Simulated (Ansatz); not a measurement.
The calculation's input:

```
crystal:
  periodic: [false, false, false]
  atoms:
    - { symbol: Si, position_ang: [0.0, 0.0, 0.0] }
    - { symbol: H, position_ang: [0.0, 0.0, 1.81] }
    - { symbol: H, position_ang: [1.3768, 0.0, -0.4862] }
    - { symbol: H, position_ang: [-0.6877, 1.1914, -0.4862] }
    - { symbol: H, position_ang: [-0.6877, -1.1914, -0.4862] }
    - { symbol: Br, position_ang: [-2.4768, 0.0, 0.823] }
    - { symbol: H, position_ang: [-0.9371, 0.0, 1.9196] }
basis:
  gaussian: { orbitals: def2-SVP }
hamiltonian:
  xc: pbe
  dispersion: d4
relax:
  f_tol: 0.15
  max_steps: 25
  restrain:
    - { distance: [0, 5], at: 3.51, k: 30.0 }
    - { distance: [6, 1], at: 1.86, k: 30.0 }
    - { distance: [0, 1], at: 1.46, k: 30.0 }
    - { distance: [6, 5], at: 1.55, k: 30.0 }
output:
  orbitals: {}
```

Command:

```sh
ansatz run input.yaml --threads 1 --pin off --max-ram 2048MiB --backend cpu --events-out ev --progress --plain --runs-dir out
```

The fields are those of the run's last geometry, not of the input's.

Not at a stationary point (largest force 1.3 eV/Å).

Level of theory: Ansatz 0.2.0, RKS PBE-D4/def2-SVP.

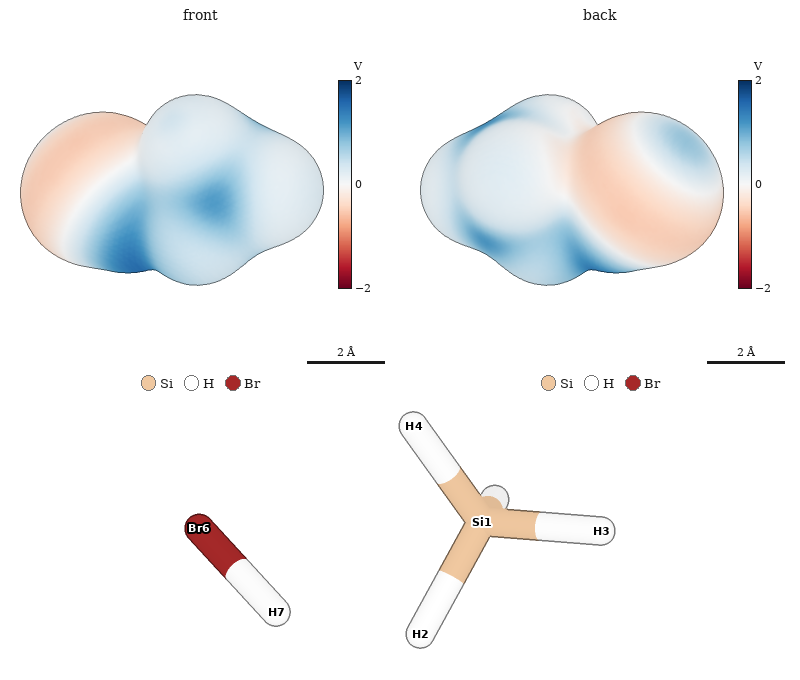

SiH$_{4}$···HBr. The electrostatic potential painted on the density surface at 0.002 e/bohr³, seen from the front and from behind; the colour scale runs from red (negative) to blue (positive). The bare structure is drawn below in the same view.

Q: Where is the surface potential most negative and most positive?

A: The most negative region (about −0.5 V) lies over Br6, the most positive (about +1.5 V) over H7. Br6 shows a σ-hole: about +0.7 V at the tip opposite its bond, against about −0.5 V on its flanks.
